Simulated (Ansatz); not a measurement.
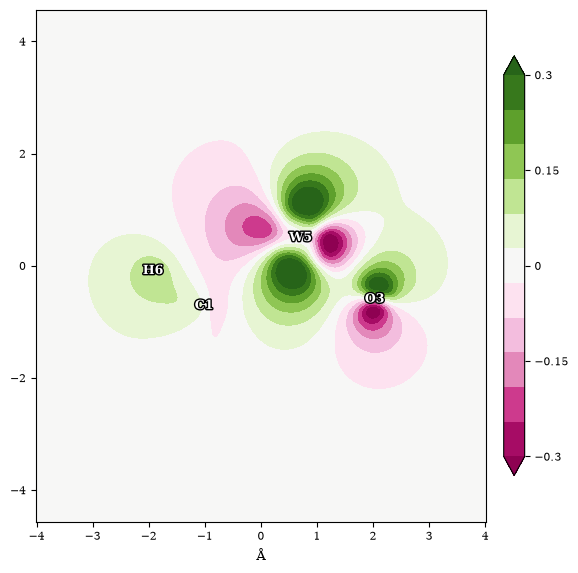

*CH5NO2W (SMILES [CH3][W]([NH2])(=[O])=[O]). One frontier orbital on the plane of atoms C1, W5 and O3 (values in Å⁻³ᐟ²; the overall sign is arbitrary).*

Geometry: PBE0-D4/def2-SVP; core potentials replace the inner electrons of W.

These are results of isolated molecule in a Gaussian basis; Kohn-Sham density functional theory, functional PBE0 in Ansatz 0.2.0, not measurements.

```yaml
atoms:
  - { symbol: C, position_ang: [1.1666, -0.2987, -1.4347] }
  - { symbol: N, position_ang: [-0.1890, 2.1500, 0.2841] }
  - { symbol: O, position_ang: [-0.2576, 2.0475, -2.7525] }
  - { symbol: O, position_ang: [-1.8400, 0.1670, -1.3211] }
  - { symbol: W, position_ang: [-0.4102, 1.1036, -1.3355] }
  - { symbol: H, position_ang: [1.1409, -0.9703, -0.5614] }
  - { symbol: H, position_ang: [1.0665, -0.9091, -2.3466] }
  - { symbol: H, position_ang: [2.1400, 0.2171, -1.4658] }
  - { symbol: H, position_ang: [-0.6973, 1.9732, 1.1480] }
  - { symbol: H, position_ang: [0.2307, 3.0770, 0.3082] }
```

Question: Which orbital is it: HOMO or LUMO?

Answer: The LUMO, at −1.63 eV. It lies mainly on W5 (about 60 %), N2 (about 15 %), O4 (about 5 %) and O3 (about 5 %).
